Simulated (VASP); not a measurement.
Band structure of TiAl (L1_0). Computed with PW91 GGA, VASP's PBE PAW potentials (set 64) (plane waves; VASP).

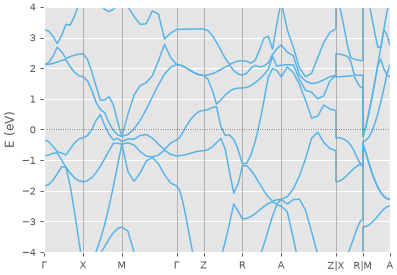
Figure: Bands along high-symmetry lines, zero at the valence-band maximum or, without a gap, the Fermi level

### Question
Read the plot: is there a gap, and where are the band edges?

### Answer
It has no gap at this level: it comes out as a metal or semimetal. (Edges off the drawn lines would not show.)

The compound is TiAl in the L1_0 structure. It was relaxed first. The electron count is odd and the run is not spin-polarised, which forces a metal.
